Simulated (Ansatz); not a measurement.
# SiH4S (Si(SH)H3) at CCSDT(Q)/STO-3G

What is the vertical electron affinity of SiH4S (Si(SH)H3) at CCSDT(Q)/STO-3G? 

The calculation is run with Ansatz 0.2.0.

54 further runs of the same task are left out: 54 set aside as unsound or not needed.

## 1. Starting point

The species is SiH4S (6 atoms), meant as a singlet with charge 0. As SMILES, `[H][Si]([H])([H])S`. The shape is that of a GFN2-xTB optimisation.

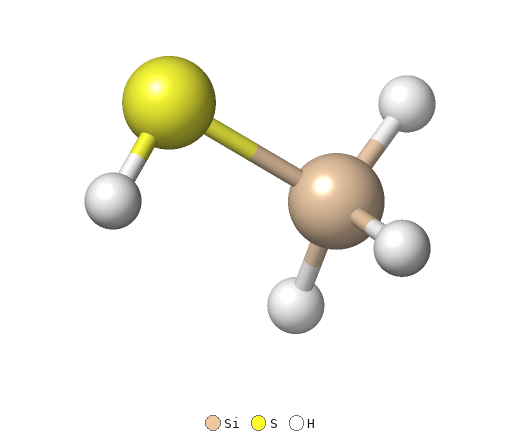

The structure, seen from a chosen angle (silicon light orange, sulfur yellow, hydrogen white).

## 2. The energy at CCSDT(Q)/STO-3G

File run.yaml:

```yaml
crystal:
  periodic: [false, false, false]
  atoms:
    - symbol: Si
      position_ang: [0.201210, -0.014540, -0.544580]
    - symbol: S
      position_ang: [0.253720, 0.019820, 1.601470]
    - symbol: H
      position_ang: [-1.056810, 0.059910, 1.795240]
    - symbol: H
      position_ang: [1.606010, -0.020690, -0.909950]
    - symbol: H
      position_ang: [-0.503230, 1.180600, -0.990160]
    - symbol: H
      position_ang: [-0.500900, -1.225100, -0.952020]
basis:
  gaussian:
    orbitals: STO-3G
correlation:
  method: ccsdt_q
  frozen_orbitals: {H: 0, S: 5, Si: 5}
accuracy: high
scf:
  omitted_lower_state_checks: [cluster_reference, increment]
```

The run is started by

```console
$ ansatz run run.yaml --threads 1 --pin off --max-ram 2610MiB --events-out events.jsonl --progress --plain --runs-dir runs
```

Log, shortened:

```text
Warning: RAYON_NUM_THREADS=1 ignored (pool sized by the plan → 1); use --threads N
Functional definition: HF
  name "HF"
[...]
388 factors; integrals over basis functions are off by at most 9.1e-9 eV
[...]
mean field -18534.01516270 eV, -681.1124944225 hartree, gradient 2.8e-8 eV, S^2 0.000000; 0 other end points of the search recorded, 0 dependent functions left out
10 core orbitals not correlated: weight in the atoms' cores, before any rotation towards them, 1.000 or more for the frozen orbitals, at most 0.000 for the correlated occupied ones
reference -18534.01516270 eV, -681.1124944225 hartree; 7, 7 occupied and 5, 5 virtual orbitals, 388 factors
second order -1.70128863 eV of doubles, -0.00000000 eV of singles
cycle   1  -2.19731183 eV  change   -5.0e-1 eV  update   6.0e-2
[...]
cycle  20  -2.48841452 eV  change  -8.1e-10 eV  update  5.7e-10
perturbative correction -0.00048344 eV, -0.0000177661 hartree
Total energy: -18536.50406066 eV, -681.2039597355 hartree
Checks for a lower state left out: cluster_reference, increment
```

Run time: 0.3 s. Hardware: 1 thread of Arm Neoverse V1, shared host.

## 3. The doublet anion at the same level

File input.yaml:

```yaml
crystal:
  periodic: [false, false, false]
  atoms:
    - symbol: Si
      position_ang: [0.201210, -0.014540, -0.544580]
    - symbol: S
      position_ang: [0.253720, 0.019820, 1.601470]
    - symbol: H
      position_ang: [-1.056810, 0.059910, 1.795240]
    - symbol: H
      position_ang: [1.606010, -0.020690, -0.909950]
    - symbol: H
      position_ang: [-0.503230, 1.180600, -0.990160]
    - symbol: H
      position_ang: [-0.500900, -1.225100, -0.952020]
basis:
  gaussian:
    orbitals: STO-3G
total_charge: -1
scf:
  omitted_lower_state_checks: [cluster_reference, increment]
accuracy: high
correlation:
  method: ccsdt_q
  frozen_orbitals: {H: 0, S: 5, Si: 5}
magnetization:
  spin_polarized: true
  initial_magnetization: 1
```

The run is started by

```console
$ ansatz run input.yaml --threads 1 --pin off --max-ram 2610MiB --events-out events.jsonl --progress --plain --runs-dir runs
```

Log, shortened:

```text
Warning: RAYON_NUM_THREADS=1 ignored (pool sized by the plan → 1); use --threads N
[... 2 set-up lines as earlier in the session ...]
[...]
388 factors; integrals over basis functions are off by at most 9.1e-9 eV
[...]
mean field -18523.38936852 eV, -680.7220036888 hartree, gradient 1.2e-8 eV, S^2 0.758204; 1 other end points of the search recorded, 0 dependent functions left out
10 core orbitals not correlated: weight in the atoms' cores, before any rotation towards them, 1.000 or more for the frozen orbitals, at most 0.000 for the correlated occupied ones
reference -18523.38936852 eV, -680.7220036888 hartree; 8, 7 occupied and 4, 5 virtual orbitals, 388 factors
second order -1.36906286 eV of doubles, -0.00000000 eV of singles
cycle   1  -1.79887705 eV  change   -4.3e-1 eV  update   5.5e-2
[...]
cycle  29  -2.06053797 eV  change   4.7e-10 eV  update   1.4e-9
perturbative correction -0.00007969 eV, -0.0000029286 hartree
Total energy: -18525.44998618 eV, -680.7977299912 hartree
Checks for a lower state left out: cluster_reference, increment
```

It took 1.1 s on 1 thread of Arm Neoverse V1, shared host; peak memory 0.092 GiB.

## 4. What came out

Level: CCSDT(Q)/STO-3G, 10 core orbitals frozen.

```
                                                   quantity          value
                                singlet SiH4S: total energy  -681.20396 Eh
singlet SiH4S: correlation energy (10 core orbitals frozen)      -91.5 mEh
                               singlet SiH4S: T1 diagnostic          0.005
                                doublet anion: total energy  -680.79773 Eh
doublet anion: correlation energy (10 core orbitals frozen)      -75.7 mEh
           doublet anion: ⟨S²⟩ of the reference determinant          0.758
                               doublet anion: T1 diagnostic          0.006
          vertical electron affinity (to the doublet anion)     -11.054 eV
```

In words: The anion lies 11.05 eV (1067 kJ/mol) above the neutral: the electron isn't bound at this level, and such a value depends on the basis. Without diffuse functions anions come out too high. In a minimal basis such a difference can be off by several eV, whatever the method.
